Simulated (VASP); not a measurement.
Band structure of AlP (relaxed from the NiAs type structure, space group P6_3/mmc). All values below come from PBE GGA, VASP's PBE PAW potentials (set 64) (plane waves; VASP).

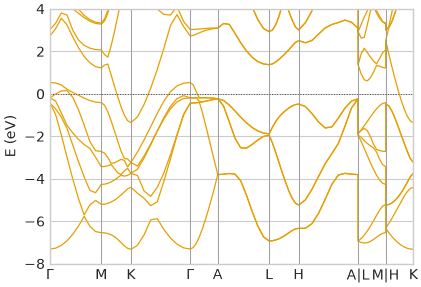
Figure. Bands along high-symmetry lines, zero at the valence-band maximum or, without a gap, the Fermi level

Problem. Read the plot: is there a gap, and where are the band edges?

Solution. It has no gap at this level: it comes out as a metal or semimetal. (Edges off the drawn lines would not show.)

The structure was generated: AlP was put into the NiAs type type (P6_3/mmc), which need not be its known phase. It was relaxed first, which changed the volume by +12 %.
